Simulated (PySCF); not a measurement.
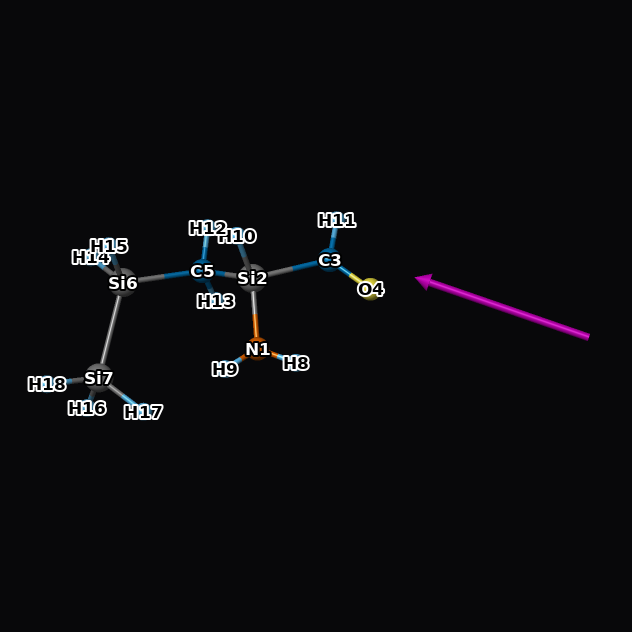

The arrow beside the molecule shows the direction of the dipole moment, from the negative to the positive end (its length means nothing). The geometry was computed by an optimisation with GFN2-xTB. No frequency run is at hand to confirm it as a minimum. Level of theory: PBE0/pcSseg-1, gas phase (PySCF 2.14.0).

Q: Estimate the dipole moment.

A: 1.83 D; it points from the side of O4 to the side of H14, H18 (the outermost atoms at the two ends).

The geometry is semi-empirical. Around Si such bond lengths and angles can be off by a tenth of an ångström or more and by several degrees, and values that hang on the shape move with them.
